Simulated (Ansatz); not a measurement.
O2 (SMILES O=O): the electronic atomisation energy, rung by rung

O2: 2 atoms, total charge 0, spin state triplet. As SMILES, `O=O`. Geometry: optimised at PBE0/def2-SVP.

```xyz
2

O     0.5076   -0.1642    0.2614
O    -0.5076    0.1642   -0.2614
```

Each level gives the electronic atomisation energy (eV). The values are calculated. Electronic energies at fixed atoms, without zero-point motion or spin-orbit coupling.

| level | kind | program | value (eV) | less CCSD(T)/def2-TZVPP |
| --- | --- | --- | --- | --- |
| UHF/def2-TZVPP | Hartree–Fock | Ansatz | 1.49 | -3.42 |
| USVWN5/def2-TZVPP | LDA | Ansatz | 7.58 | +2.67 |
| UBLYP/def2-TZVPP | GGA | Ansatz | 5.84 | +0.93 |
| U-r2SCAN/def2-TZVPP | meta-GGA | Ansatz | 5.62 | +0.71 |
| UPBE0-D4/def2-TZVPP | global hybrid | Ansatz | 5.40 | +0.49 |
| UCAM-B3LYP/def2-TZVPP | range-separated hybrid | Ansatz | 5.40 | +0.49 |
| UB2PLYP/def2-TZVPP | double hybrid | Ansatz | 5.28 | +0.37 |
| RPA@PBE/def2-TZVPP | RPA | Ansatz | 4.67 | -0.24 |
| UCCSD(T)/def2-TZVPP | coupled cluster or CI | Ansatz | 4.91 | 0.00 |

Differences are taken from UCCSD(T)/def2-TZVPP for orientation; it has basis-set and higher-order errors of its own. The values span 1.49 to 7.58 eV.

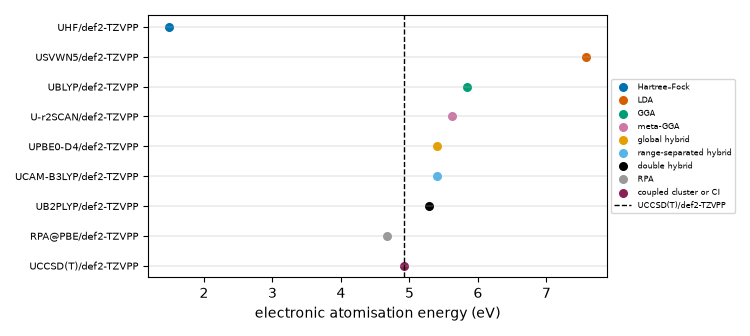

The values of the table, level by level.
